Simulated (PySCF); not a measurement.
C₈H₁₇F

The calculation's input:

```
{"job": {"xc": "CAM-B3LYP", "basis": "6-31G*", "kind": "nmr", "pop": true}, "charge": 0, "multiplicity": 1}
C      2.846791    -0.597283     0.783490
C      1.703531     0.329609     0.386266
C      0.782634    -0.266798    -0.685352
C      1.465874    -0.272793    -2.051655
C     -0.531140     0.523521    -0.771362
C     -1.538882     0.186508     0.335266
C     -2.264618    -1.127999     0.061092
C     -2.570127     1.306075     0.462736
F     -1.977483     2.469888     0.893206
H      2.459447    -1.548744     1.142579
H      3.507687    -0.791856    -0.057218
H      3.436670    -0.147120     1.578724
H      2.111140     1.273668     0.017957
H      1.117137     0.555581     1.278924
H      0.557447    -1.302710    -0.410507
H      0.823933    -0.736411    -2.797725
H      2.398677    -0.828956    -2.018540
H      1.682163     0.744978    -2.369667
H     -0.294930     1.588705    -0.723606
H     -1.006606     0.332539    -1.736543
H     -1.013323     0.112813     1.292446
H     -1.552584    -1.939404    -0.059119
H     -2.931724    -1.379350     0.882602
H     -2.854554    -1.052015    -0.850179
H     -3.037475     1.530450    -0.501987
H     -3.340730     1.059717     1.200740
```

Run with:

```sh
OMP_NUM_THREADS=1 python ens_run.py task.json out
```

Geometry: GFN2-xTB.

These are results of PySCF, CAM-B3LYP/6-31G*, SCF density, gas phase, non-relativistic, not measurements.

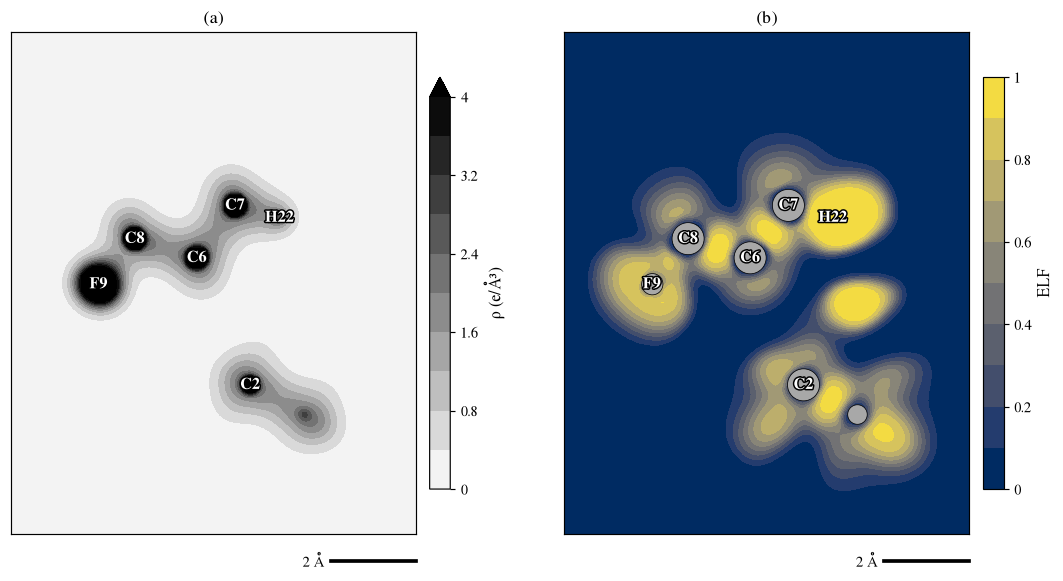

Figure 1. (a) electron density; (b) electron localisation function on the plane of atoms C7, C6 and C8. Grey discs cover the atomic cores in the ELF map.

Read the bonding off the picture.

Answer. Atoms in the plane: C, F and H.
C–F (1.38 Å): ρ is about 2.1 e/Å³ halfway, with its minimum of 1.6 e/Å³ about 0.5 Å from C; the ELF peaks at about 0.80 between the atoms; a polar covalent bond.
C–C (1.53 Å): ρ at the midpoint is about 1.7 e/Å³; the ELF peaks at about 0.95 between the atoms (a shared electron pair).
C–H (1.09 Å): ρ at the midpoint is about 2 e/Å³; the ELF climbs to about 1 towards the hydrogen, as it does in any bond to H; an ordinary covalent bond to hydrogen.
The ELF also peaks beside F9, away from the bonds: lone-pair regions.

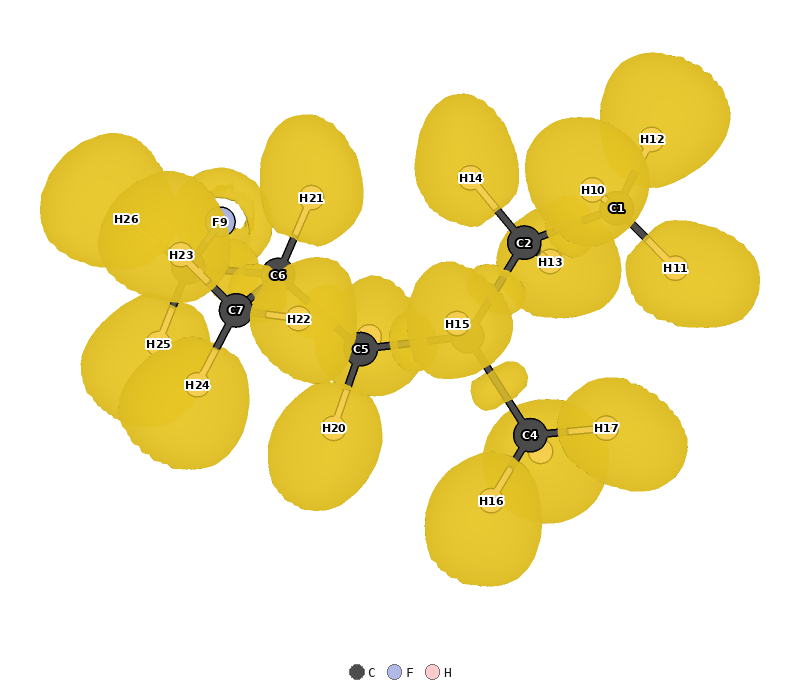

Figure 2. Isosurface of the electron localisation function at 0.85 (yellow), seen across its widest extent. Core shells and regions of very low density are left out.

What do the ELF domains correspond to?

Answer. At this value the surface marks out seven regions between bonded C–C atoms (shared pairs), 17 regions around hydrogen nuclei and one region wrapped around F (its lone pairs, merged into a ring or cap). Along the contacts the grid gives the following. C–C (1.52 Å): the ELF peaks at about 0.95 between the atoms (a covalent bond).

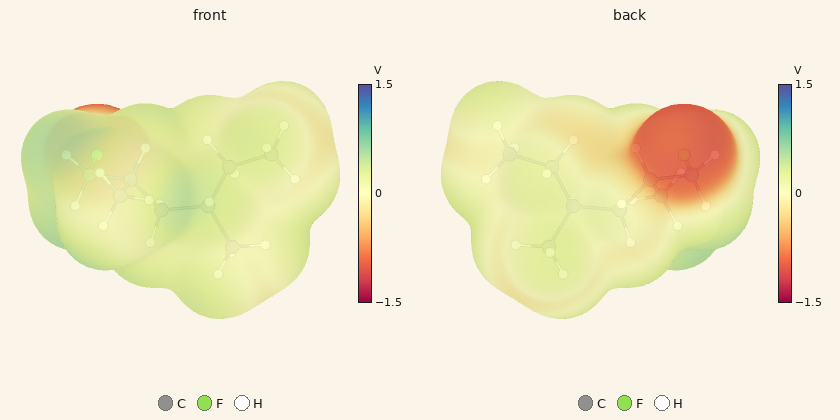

Figure 3. The electrostatic potential painted on the density surface at 0.001 e/bohr³, seen from the front and from behind; red is negative and blue positive.

Which sites attract a positive test charge, and which a negative one?

Answer. A positive charge is drawn to the negative regions and a negative charge to the positive ones. The most negative region (about −1.0 V) lies over F9, the most positive (about +0.5 V) over H23, H24, H25 and H26.

What dipole moment does the calculation give?

Answer. Its dipole moment is 1.55 D.
